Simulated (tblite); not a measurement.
## Geometry relaxation of C2H6Cl2F2Ga2

System: C2H6Cl2F2Ga2.
Method: GFN2-xTB geometry optimisation, gas phase (tblite 0.8.0).

It belongs to a series of runs on one base structure; here: H on Ga replaced by C2H5.

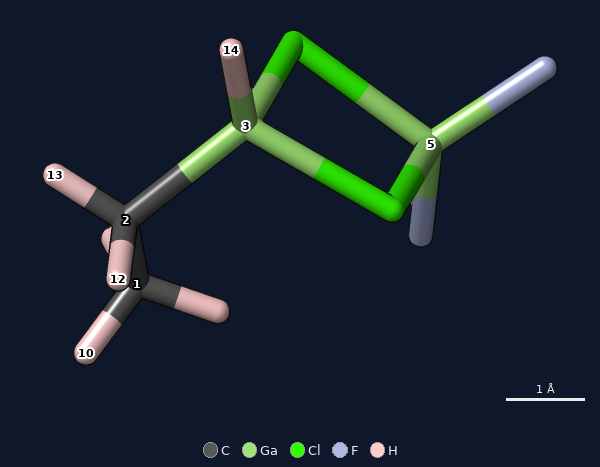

The input geometry (stick view, seen at a tilt; atoms are numbered from 1 in the order of the input). Sticks mark near contacts. Bond lengths as drawn: Cl–Ga 2.19 to 2.22 Å, C–C 1.54 Å, C–Ga 2.00 Å, C–H 1.08 to 1.13 Å, F–Ga 1.77 to 1.79 Å and Ga–H 1.61 Å.

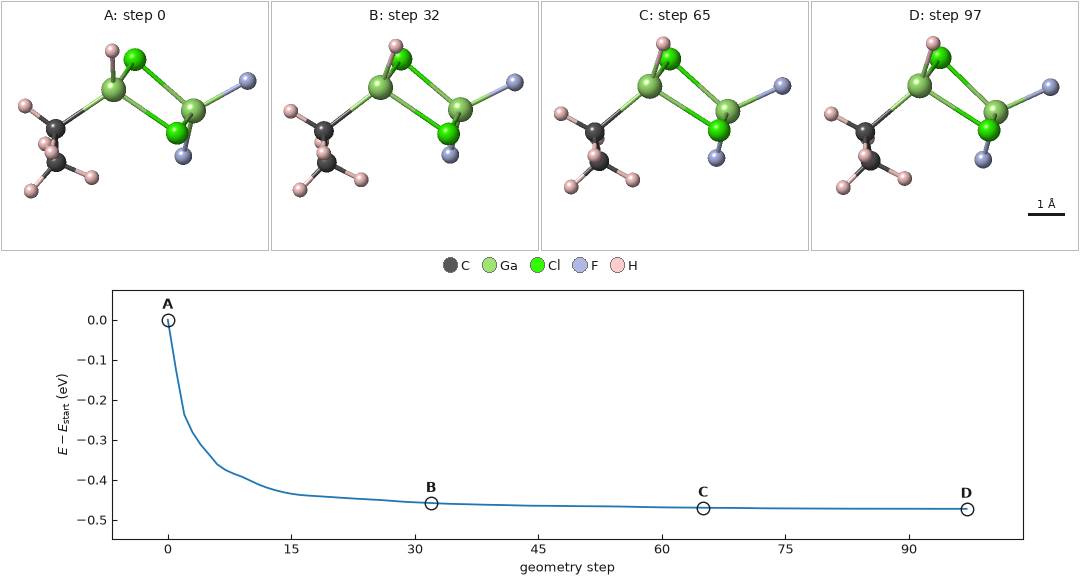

Frames of the relaxation (ball-and-stick view, seen at a tilt) above the curves, on which the letters mark them (steps are counted from 0).

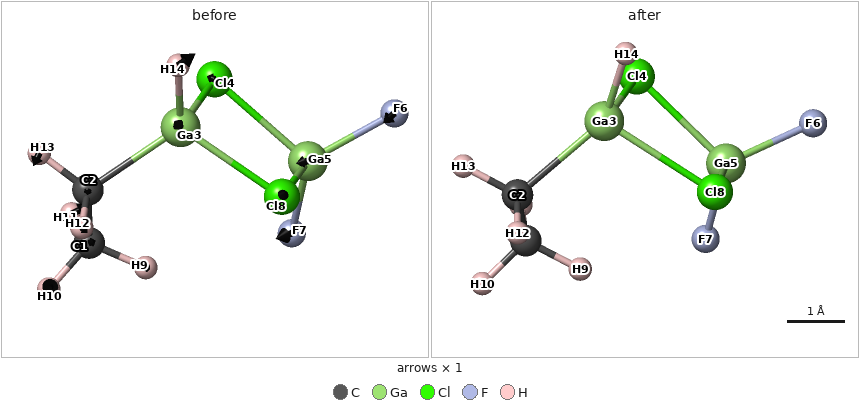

Before (left) and after (right) the relaxation, at one scale (ball-and-stick view, seen at a tilt). The black arrows give the displacements, at true length. Over 97 geometry steps the energy falls by 0.472 eV. The largest force component goes from 1.4 to 0.008 eV/Å. H10 moves most after the best rigid fit: 0.42 Å. By element the largest moves are H 0.42 Å, F 0.38 Å, Ga 0.23 Å, Cl 0.20 Å, C 0.13 Å. Among the contacts that change: Ga3–Cl8 2.193 → 2.343 Å, Ga3–Cl4 2.199 → 2.338 Å, Ga5–F7 1.794 → 1.748 Å, C2–Ga3 1.997 → 2.042 Å. Among the angles that change: C2–Ga3–H14 113.0° → 137.2°, Cl8–Ga3–H14 115.3° → 102.5°, Cl4–Ga3–H14 112.4° → 102.4°. (Atoms are counted from 1 in the order of the input.)

These pictures come from the run below.

**Input**
```
{"job": {"kind": "relax", "xc": "GFN2-xTB", "basis": "xTB"}, "charge": 0, "multiplicity": 1}
C     -1.436100    -1.157800    -0.211200
C     -1.723800     0.339400    -0.030500
Ga    -0.035500     1.399700     0.081500
Cl     1.475100     0.844400    -1.416300
Ga     2.682700    -0.196900     0.130200
F      4.331600     0.458100     0.165000
F      2.620700    -1.986100     0.010500
Cl     1.300000     0.615400     1.633700
H     -0.631500    -1.406700     0.495100
H     -2.382400    -1.656800     0.157800
H     -1.227500    -1.394400    -1.263300
H     -2.335200     0.403800     0.908600
H     -2.346300     0.750200    -0.817700
H     -0.292500     2.987400     0.134500
```

The first line tells a small driver script what to run in tblite; the rest is the geometry in Å.

Launched with:
```bash
OMP_NUM_THREADS=1 python <driver script> task.json out
```

**Output**
```
step      E/eV     max force
  0    -777.24640    1.512
  1    -777.37234    1.040
  2    -777.48358    0.889
  3    -777.52787    0.630
  4    -777.55878    0.551
  5    -777.58285    0.459
  6    -777.60777    0.398
  7    -777.62178    0.292
  8    -777.63103    0.305
  9    -777.63866    0.310
 10    -777.64825    0.295
 11    -777.65776    0.288
 12    -777.66572    0.221
 13    -777.67205    0.195
 14    -777.67715    0.209
 15    -777.68119    0.229
 16    -777.68403    0.153
 17    -777.68573    0.101
 18    -777.68700    0.097
 19    -777.68830    0.138
 20    -777.68967    0.149
 21    -777.69107    0.102
 22    -777.69241    0.102
 23    -777.69363    0.111
 24    -777.69476    0.097
 25    -777.69588    0.087
 26    -777.69712    0.116
 27    -777.69860    0.119
 28    -777.70019    0.113
 29    -777.70155    0.115
 30    -777.70257    0.092
 31    -777.70345    0.074
 32    -777.70438    0.082
 33    -777.70534    0.086
 34    -777.70615    0.075
 35    -777.70672    0.050
 36    -777.70721    0.057
 37    -777.70775    0.063
 38    -777.70832    0.060
 39    -777.70879    0.047
 40    -777.70915    0.056
 41    -777.70953    0.068
 42    -777.71004    0.071
 43    -777.71060    0.059
 44    -777.71099    0.037
 45    -777.71117    0.028
 46    -777.71128    0.029
 47    -777.71145    0.037
 48    -777.71170    0.050
 49    -777.71197    0.047
 50    -777.71218    0.035
 51    -777.71232    0.032
 52    -777.71246    0.033
 53    -777.71262    0.031
 54    -777.71284    0.042
 55    -777.71313    0.042
 56    -777.71351    0.047
 57    -777.71395    0.053
 58    -777.71440    0.057
 59    -777.71480    0.066
 60    -777.71513    0.049
 61    -777.71535    0.035
 62    -777.71551    0.027
 63    -777.71565    0.041
 64    -777.71584    0.047
 65    -777.71608    0.043
 66    -777.71630    0.034
 67    -777.71644    0.027
 68    -777.71653    0.033
 69    -777.71664    0.033
 70    -777.71684    0.049
 71    -777.71715    0.062
 72    -777.71745    0.051
 73    -777.71762    0.027
 74    -777.71771    0.021
 75    -777.71778    0.027
 76    -777.71788    0.035
 77    -777.71800    0.033
 78    -777.71809    0.028
 79    -777.71816    0.028
 80    -777.71824    0.024
 81    -777.71833    0.034
 82    -777.71842    0.034
 83    -777.71849    0.021
 84    -777.71853    0.016
 85    -777.71855    0.014
 86    -777.71858    0.016
 87    -777.71860    0.013
 88    -777.71863    0.013
 89    -777.71865    0.013
 90    -777.71867    0.016
 91    -777.71870    0.018
 92    -777.71873    0.015
 93    -777.71877    0.014
 94    -777.71879    0.013
 95    -777.71881    0.013
 96    -777.71882    0.012
 97    -777.71884    0.010
```

**Trajectory as extended XYZ (Å, eV, eV/Å), 8 of the 98 frames kept, from step=0 to step=97**
```
14
Properties=species:S:1:pos:R:3:forces:R:3 step=0 energy=-777.24640
C    -1.4361   -1.1578   -0.2112   -1.3920  -0.0920   0.5820
C    -1.7238    0.3394   -0.0305   -0.2480  -0.0720   0.7990
Ga   -0.0355    1.3997    0.0815   -1.0400   0.9980  -0.0200
Cl    1.4751    0.8444   -1.4163    0.4060  -0.0680  -0.7410
Ga    2.6827   -0.1969    0.1302    0.4020  -0.4470  -0.1610
F     4.3316    0.4581    0.1650   -0.3250  -0.1400   0.0220
F     2.6207   -1.9861    0.0105    0.0190   0.5390   0.0580
Cl    1.3000    0.6154    1.6337    0.3750  -0.1240   0.9390
H    -0.6315   -1.4067    0.4951   -0.0180  -0.4410  -0.5050
H    -2.3824   -1.6568    0.1578    1.1640  -0.1280  -0.7600
H    -1.2275   -1.3944   -1.2633    0.0990  -0.1900   0.5590
H    -2.3352    0.4038    0.9086    0.4060   0.3630  -0.5350
H    -2.3463    0.7502   -0.8177   -0.3490  -0.0720  -0.2590
H    -0.2925    2.9874    0.1345    0.5020  -0.1260   0.0220
14
Properties=species:S:1:pos:R:3:forces:R:3 step=14 energy=-777.67715
C    -1.4755   -1.1785   -0.1847   -0.0660  -0.0650   0.0350
C    -1.7868    0.3169   -0.0077   -0.1640  -0.0910   0.0920
Ga   -0.1271    1.4944    0.0689    0.0270  -0.0360  -0.0240
Cl    1.4820    0.8669   -1.4914    0.0060  -0.0470  -0.0290
Ga    2.6456   -0.1639    0.1116   -0.1110   0.0930  -0.0130
F     4.2827    0.4179    0.1818    0.0660   0.0370   0.0080
F     2.6137   -1.9017    0.0250   -0.0410  -0.0710  -0.0050
Cl    1.3369    0.6663    1.7094   -0.0340   0.0060   0.0060
H    -0.6574   -1.5017    0.4621    0.0950   0.0000   0.0050
H    -2.3402   -1.8026    0.0583    0.0560   0.1720  -0.0510
H    -1.2053   -1.3765   -1.2210    0.1120  -0.0480   0.0070
H    -2.3523    0.4840    0.9194    0.0460  -0.0640   0.0490
H    -2.4567    0.6267   -0.8134   -0.0440   0.1240  -0.0860
H     0.0396    3.0513    0.1595    0.0510  -0.0110   0.0070
14
Properties=species:S:1:pos:R:3:forces:R:3 step=28 energy=-777.70019
C    -1.4421   -1.1652   -0.1946    0.0050  -0.0130  -0.0100
C    -1.8063    0.3127    0.0048    0.0450   0.0850   0.0310
Ga   -0.1268    1.4884    0.0510   -0.0650  -0.0480  -0.0020
Cl    1.4408    0.7963   -1.5395   -0.0320   0.0140  -0.0020
Ga    2.5989   -0.1354    0.1066    0.0600  -0.0540   0.0030
F     4.2465    0.4460    0.1959   -0.0560  -0.0030  -0.0030
F     2.5279   -1.8797    0.0284   -0.0050  -0.0170   0.0010
Cl    1.3030    0.6608    1.7177   -0.0190   0.0210   0.0070
H    -0.6589   -1.4715    0.5035    0.0490  -0.0290  -0.0140
H    -2.3044   -1.8034   -0.0199   -0.0810  -0.0100   0.0180
H    -1.0980   -1.3541   -1.2103    0.0980   0.0390  -0.0410
H    -2.3298    0.4292    0.9613   -0.0080   0.0310   0.0350
H    -2.5034    0.6474   -0.7720    0.0210  -0.0420   0.0000
H     0.1521    3.0277    0.1448   -0.0130   0.0250  -0.0220
14
Properties=species:S:1:pos:R:3:forces:R:3 step=42 energy=-777.71004
C    -1.4017   -1.1501   -0.1967    0.0020   0.0000  -0.0200
C    -1.7936    0.3201    0.0375   -0.0150  -0.0610  -0.0280
Ga   -0.1341    1.5031    0.0497   -0.0010   0.0220   0.0070
Cl    1.4030    0.7597   -1.5443   -0.0120   0.0150  -0.0030
Ga    2.5603   -0.1732    0.1057   -0.0340  -0.0270   0.0000
F     4.1848    0.4562    0.1949    0.0260  -0.0190  -0.0020
F     2.4853   -1.9195    0.0315    0.0020   0.0180   0.0070
Cl    1.2875    0.6758    1.7147    0.0100   0.0150   0.0100
H    -0.6494   -1.4884    0.5246   -0.0380   0.0450  -0.0390
H    -2.2738   -1.7944   -0.0955    0.0220  -0.0090  -0.0040
H    -0.9970   -1.2869   -1.2027    0.0010   0.0050   0.0530
H    -2.3163    0.4163    0.9974    0.0210  -0.0040   0.0090
H    -2.5049    0.6361   -0.7347    0.0190   0.0020   0.0150
H     0.1490    3.0449    0.0957   -0.0030  -0.0030  -0.0050
14
Properties=species:S:1:pos:R:3:forces:R:3 step=55 energy=-777.71313
C    -1.3789   -1.1466   -0.2070   -0.0250   0.0140   0.0210
C    -1.7927    0.3134    0.0435    0.0150   0.0220   0.0110
Ga   -0.1478    1.5227    0.0565   -0.0090  -0.0410   0.0030
Cl    1.3831    0.7724   -1.5395    0.0080   0.0030  -0.0150
Ga    2.5275   -0.1856    0.1022   -0.0020   0.0180   0.0280
F     4.1714    0.3943    0.1839    0.0160  -0.0020  -0.0050
F     2.4571   -1.9292    0.0484   -0.0300  -0.0160   0.0020
Cl    1.2967    0.7199    1.7202   -0.0020   0.0010  -0.0310
H    -0.6445   -1.4801    0.5324    0.0170   0.0040  -0.0220
H    -2.2435   -1.8043   -0.1346    0.0030  -0.0100  -0.0080
H    -0.9452   -1.2674   -1.2020   -0.0050   0.0110   0.0290
H    -2.3005    0.3963    1.0136    0.0040  -0.0310  -0.0210
H    -2.5164    0.6329   -0.7148    0.0120  -0.0130   0.0000
H     0.1330    3.0609    0.0750   -0.0010   0.0400   0.0080
14
Properties=species:S:1:pos:R:3:forces:R:3 step=69 energy=-777.71664
C    -1.3453   -1.1440   -0.2127    0.0130  -0.0040  -0.0010
C    -1.7867    0.3043    0.0549   -0.0010  -0.0080  -0.0190
Ga   -0.1660    1.5438    0.0543    0.0240   0.0140   0.0170
Cl    1.3855    0.8052   -1.5327    0.0040   0.0070  -0.0120
Ga    2.5085   -0.1919    0.1072   -0.0130  -0.0250  -0.0010
F     4.1844    0.2967    0.1572   -0.0140   0.0030  -0.0030
F     2.3400   -1.9333    0.0837   -0.0080   0.0230   0.0000
Cl    1.3103    0.7819    1.7061    0.0000  -0.0030   0.0180
H    -0.6084   -1.4737    0.5257    0.0090   0.0020  -0.0060
H    -2.1948   -1.8230   -0.1604   -0.0030   0.0130   0.0080
H    -0.8991   -1.2407   -1.2049   -0.0090   0.0020   0.0080
H    -2.2948    0.3634    1.0252    0.0080   0.0000   0.0050
H    -2.5169    0.6181   -0.6991   -0.0100  -0.0160  -0.0110
H     0.0827    3.0928    0.0734    0.0000  -0.0100  -0.0040
14
Properties=species:S:1:pos:R:3:forces:R:3 step=83 energy=-777.71849
C    -1.3134   -1.1446   -0.2155   -0.0020  -0.0010   0.0060
C    -1.7700    0.2985    0.0534    0.0040   0.0080  -0.0020
Ga   -0.1632    1.5585    0.0577   -0.0050   0.0010   0.0020
Cl    1.3863    0.8389   -1.5373    0.0040  -0.0090   0.0100
Ga    2.4629   -0.1986    0.1093   -0.0120  -0.0130  -0.0120
F     4.1473    0.2571    0.1388    0.0120   0.0040   0.0010
F     2.2486   -1.9337    0.1010    0.0020   0.0010  -0.0040
Cl    1.3060    0.8021    1.7200   -0.0110   0.0030  -0.0030
H    -0.5654   -1.4669    0.5146    0.0150   0.0070   0.0020
H    -2.1562   -1.8303   -0.1507   -0.0080  -0.0070   0.0030
H    -0.8798   -1.2394   -1.2129    0.0040   0.0020  -0.0010
H    -2.2745    0.3512    1.0265    0.0020  -0.0020  -0.0080
H    -2.5072    0.6001   -0.6989   -0.0060   0.0000   0.0000
H     0.0778    3.1068    0.0719    0.0000   0.0060   0.0050
14
Properties=species:S:1:pos:R:3:forces:R:3 step=97 energy=-777.71884
C    -1.3067   -1.1422   -0.2136    0.0000   0.0010   0.0010
C    -1.7693    0.3007    0.0479   -0.0020  -0.0040  -0.0010
Ga   -0.1665    1.5653    0.0565    0.0000  -0.0050  -0.0020
Cl    1.3843    0.8396   -1.5351    0.0010   0.0010  -0.0010
Ga    2.4561   -0.2060    0.1080    0.0050  -0.0010  -0.0040
F     4.1411    0.2531    0.1414   -0.0050  -0.0040   0.0020
F     2.2457   -1.9416    0.0947    0.0010   0.0040  -0.0030
Cl    1.2963    0.7965    1.7173   -0.0020   0.0010   0.0040
H    -0.5477   -1.4531    0.5110   -0.0010   0.0020  -0.0020
H    -2.1451   -1.8322   -0.1327    0.0080   0.0000  -0.0020
H    -0.8832   -1.2436   -1.2150   -0.0040   0.0050   0.0080
H    -2.2741    0.3541    1.0208   -0.0040   0.0020  -0.0020
H    -2.5086    0.5953   -0.7053    0.0020   0.0010   0.0020
H     0.0771    3.1136    0.0817    0.0010  -0.0030  -0.0010
```

**Key numbers**

```tsv
quantity	value
outcome	converged
total energy	−777.7188 eV
hardware	1 CPU thread, shared host
wall time	1.6 s
peak memory	0.18 GiB
```
